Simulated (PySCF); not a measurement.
## Atomic calculation for Ce²⁺

- system: Ce²⁺, configuration 1s2 2s2 2p6 3s2 3p6 3d10 4s2 4p6 4d10 4f2 5s2 5p6, multiplicity 3.
- method: unrestricted HF, jorge-DZP-DKH, non-relativistic, point nucleus (PySCF)

**Input**
```python
from pyscf import gto, scf, dft, mp, cc
import basis_set_exchange as bse
mol = gto.M(atom="Ce 0 0 0", charge=2, spin=2, symmetry="D2h",
            basis=gto.basis.parse(bse.get_basis("jorge-DZP-DKH", elements=["Ce"], fmt="nwchem", header=False)))
mf = scf.UHF(mol)
mf.irrep_nelec = {'Ag': (9, 9), 'B1g': (2, 2), 'B2g': (2, 2), 'B3g': (2, 2), 'B1u': (4, 4), 'B2u': (6, 4), 'B3u': (4, 4)}
mf.kernel()
```

The script is an equivalent of what the driver set up; the driver started from orbitals of its own, so the log can be shorter than this script's would be, and it computed the properties (radii, ⟨L²⟩, response) afterwards. It held the occupations shell by shell, which the script's counts by irreducible representation don't always enforce.

The run was one of a batch that the task file lists, launched with:
```bash
OMP_NUM_THREADS=1 python <driver script> TASK.json OUT
```

**Log (extracts)**
```
damping factor = 0
level_shift factor = 0
DIIS = <class 'pyscf.scf.diis.CDIIS'>
diis_start_cycle = 1
diis_space = 10
diis_damp = 0
SCF conv_tol = 1e-09
SCF conv_tol_grad = None
number electrons alpha = 29  beta = 27
cycle= 1 E= -8464.2579809309  delta_E= -0.00212  |g|= 0.0135  |ddm|= 0.0623
cycle= 2 E= -8464.25812396397  delta_E= -0.000143  |g|= 0.005  |ddm|= 0.0152
cycle= 3 E= -8464.25814867403  delta_E= -2.47e-05  |g|= 0.000767  |ddm|= 0.00867
cycle= 4 E= -8464.25814924573  delta_E= -5.72e-07  |g|= 8.62e-05  |ddm|= 0.00155
cycle= 5 E= -8464.25814925198  delta_E= -6.26e-09  |g|= 2.53e-05  |ddm|= 0.00021
cycle= 6 E= -8464.2581492526  delta_E= -6.18e-10  |g|= 8.14e-06  |ddm|= 6.41e-05
converged SCF energy = -8464.2581492526  <S^2> = 2.0017191  2S+1 = 3.0011459
```

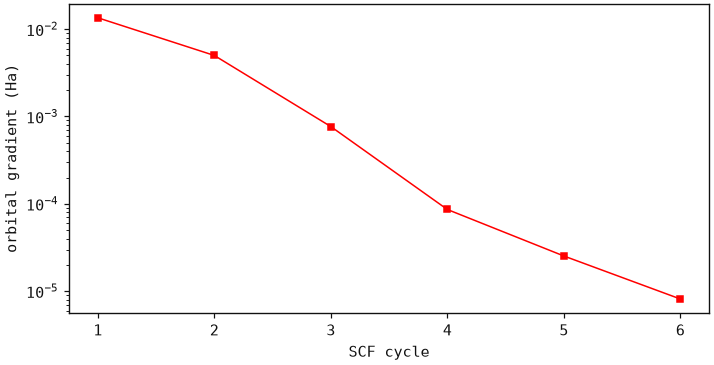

Fig. 1: Convergence: orbital gradient against the SCF cycle. The residual falls at every step. It goes from 0.013 to 8.1×10⁻⁶ in 6 steps.

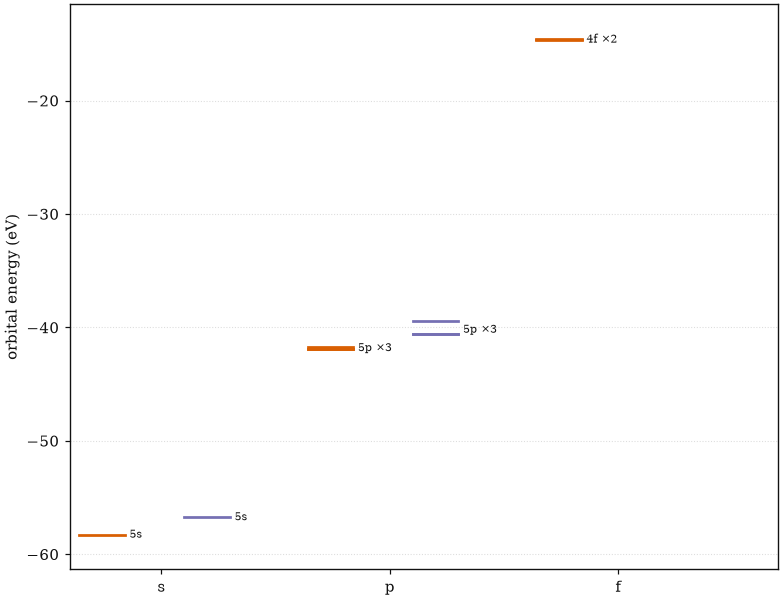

Fig. 2: Orbital energies of the mean field, from the top down to −58.3 eV, by angular momentum, α spin at the left of each column and β at the right; ×n counts the orbitals under one label. The highest filled orbital is 4f α at −14.6 eV, the lowest empty one d α at −10.5 eV.

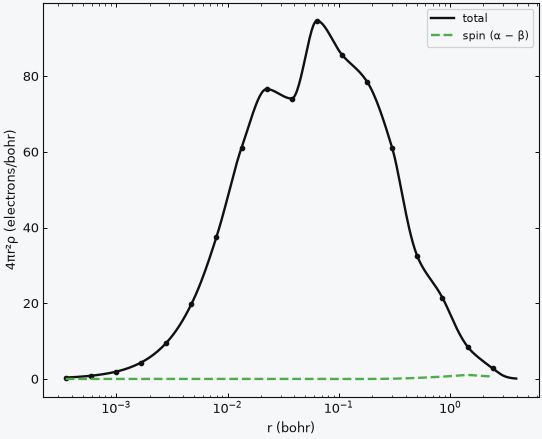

Fig. 3: Spherically averaged radial density 4πr²ρ of the mean field and its spin part; markers are the stored points, which are sparse, and the line is a monotone interpolation between them. The largest stored value is 94.6 electrons/bohr at r = 0.064 bohr. Root-mean-square radii of the shells: 4s 0.726, 4p 0.728, 4d 0.797, 5s 1.72, 5p 1.89, 4f 1.93 bohr.

**Outcome**

| quantity | value |
| --- | --- |
| outcome | converged |
| total energy | −8464.2581 hartree |
| kinetic energy | 8623.1431 hartree |
| −E/T (1 by the virial theorem at the basis-set limit) | 0.9816 |
| ⟨S²⟩ | 2.002 |
| ⟨L²⟩ | 24.02 |
| SCF iterations | 6 |
| hardware | 1 thread of Arm Neoverse V2, 23 GiB of memory available, shared host |

**What is odd here**

The input is odd on purpose: basis contracted for another Hamiltonian. The program ran to the end. Its numbers are those of this setting; this run alone doesn't show how far the oddity moves them. Relativity is left out, which matters for an atom this heavy. ⟨L²⟩ departs from that of the intended term, so the determinant mixes terms.
